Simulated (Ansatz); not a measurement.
# BFH5NO2: the cost of one run

Method: PBE0-D4/def2-SVP; program: Ansatz 0.2.0, Gaussian basis.

**1. Where the work starts**

The start, a first-order saddle point found at PBE0-D4 in triple zeta: 10 atoms, charge 0, spin multiplicity 1.

Atoms are counted from 1 here; the program's logs count them from 0.

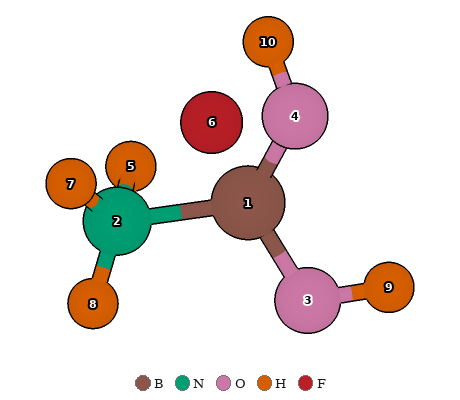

The starting geometry (boron brown, nitrogen teal, oxygen pink, hydrogen orange, fluorine red); atoms are numbered from 1 in the order of the file.

As a file:

```mol
BFH5NO2
  3D, bonds by distance, orders not assigned

 10  8  0  0  0  0  0  0  0  0999 V2000
   -0.3572    0.1445   -0.2228 B   0  0
    1.1533   -0.1440   -0.1035 N   0  0
   -0.9259   -0.4825   -1.2907 O   0  0
   -0.9018    1.2889    0.3098 O   0  0
    0.7342   -0.8007    0.8212 H   0  0
   -0.3551   -1.0246    1.3175 F   0  0
    1.7440    0.6417    0.1276 H   0  0
    1.5381   -0.6776   -0.8712 H   0  0
   -1.8676   -0.3054   -1.3436 H   0  0
   -0.7622    1.3599    1.2558 H   0  0
  1  2  8  0
  1  3  8  0
  1  4  8  0
  2  5  8  0
  2  7  8  0
  2  8  8  0
  3  9  8  0
  4 10  8  0
M  END
```

**2. The run**

md/in.yaml

```yaml
crystal:
  periodic: [false, false, false]
  atoms:
    - {symbol: B, position_ang: [-0.357158, 0.144460, -0.222773]}
    - {symbol: N, position_ang: [1.153312, -0.144000, -0.103521]}
    - {symbol: O, position_ang: [-0.925902, -0.482518, -1.290707]}
    - {symbol: O, position_ang: [-0.901826, 1.288944, 0.309781]}
    - {symbol: H, position_ang: [0.734234, -0.800685, 0.821203]}
    - {symbol: F, position_ang: [-0.355057, -1.024640, 1.317476]}
    - {symbol: H, position_ang: [1.744007, 0.641743, 0.127625]}
    - {symbol: H, position_ang: [1.538099, -0.677623, -0.871216]}
    - {symbol: H, position_ang: [-1.867589, -0.305443, -1.343603]}
    - {symbol: H, position_ang: [-0.762221, 1.359862, 1.255836]}
basis:
  gaussian: {orbitals: def2-SVP}
hamiltonian: {xc: pbe0, dispersion: d4}
md: {n_steps: 60, timestep: 1.0, temperature: 1000, ensemble: nvt_langevin, seed: 262, friction: 0.002, initial_velocities: maxwell_boltzmann}
```

The run is started by

```console
ansatz run in.yaml --threads 4 --pin off --events-out ev --progress --plain --max-ram 9574MiB
```

**Question.** How long does this run take on 4 threads of Arm Neoverse V1, shared host?

About 68 s.
